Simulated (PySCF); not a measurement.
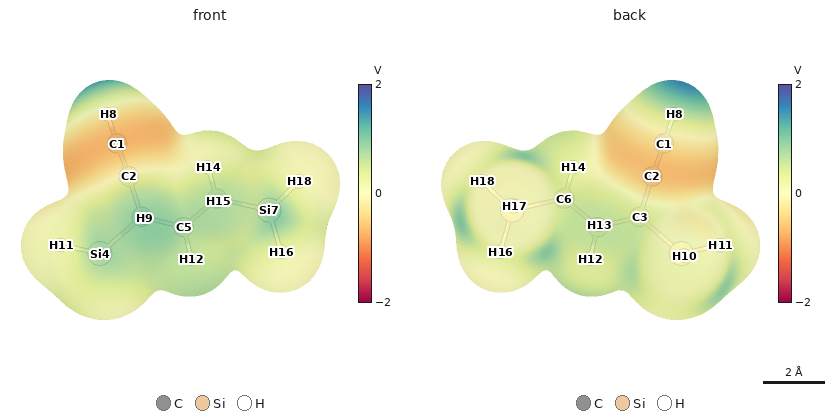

Figure. C5H11Si2 (doublet). The molecular electrostatic potential painted on the density surface at 0.002 e/bohr³, seen from the front and from behind; the colour scale runs from red (negative) to blue (positive).

Geometry: GFN2-xTB.

The calculation used UKS B3LYP, pcH-1 on C H Si, non-relativistic, mean-field spin-orbit, GIAO (PySCF 2.14.0, density-fitted response routines).

| atom | x (Å) | y (Å) | z (Å) |
| --- | --- | --- | --- |
| C | -2.4562 | 1.5962 | 0.2798 |
| C | -1.8129 | 0.6028 | 0.4690 |
| C | -1.0734 | -0.6245 | 0.6440 |
| Si | -2.1647 | -2.0323 | -0.0667 |
| C | 0.2977 | -0.5415 | -0.0387 |
| C | 1.1767 | 0.5491 | 0.5680 |
| Si | 2.8746 | 0.6868 | -0.2729 |
| H | -3.0069 | 2.4773 | 0.1371 |
| H | -0.9239 | -0.7799 | 1.7198 |
| H | -2.3296 | -1.9258 | -1.5118 |
| H | -3.4273 | -2.1533 | 0.6527 |
| H | 0.7977 | -1.5099 | 0.0528 |
| H | 0.1560 | -0.3414 | -1.1041 |
| H | 0.6473 | 1.5026 | 0.4976 |
| H | 1.3054 | 0.3477 | 1.6348 |
| H | 3.5908 | -0.5847 | -0.1351 |
| H | 2.6919 | 0.9827 | -1.6952 |
| H | 3.6480 | 1.7545 | 0.3631 |

Question: Which sites attract a positive test charge, and which a negative one?

Answer: A positive charge is drawn to the negative regions and a negative charge to the positive ones. The most negative region (about −0.7 V, or −16 kcal/mol for a unit charge) lies over C1 and C2, the most positive (about +1.5 V, or +35 kcal/mol for a unit charge) over H8.
